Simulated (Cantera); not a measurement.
A closed system holds: 1 mol SiCl₄, 10 mol NO, 4.9 mol N₂, held at 0.0330 bar.

Method: chemical equilibrium by Gibbs-energy minimisation in Cantera with the NASA 1993 tables (ideal gas, pure condensed phases). Candidate condensed phases: Si, SiO₂, Si₂N₂O, Si₃N₄; 23 gas species. The tables hold silica as quartz up to 1696 K and as liquid above; real silica turns to tridymite and cristobalite and melts near 1996 K. Rates play no part.

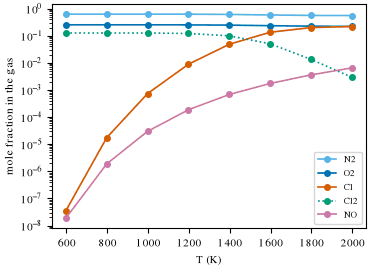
Equilibrium gas composition (values under 1e-9 drawn at 1e-9)

From 598 K to 798 K the condensed part is SiO₂(α-quartz). From 998 K to 1598 K the condensed part is SiO₂(β-quartz). At 1798 K the condensed part is SiO₂(condensed). At 1998 K the condensed part is SiO₂(l).
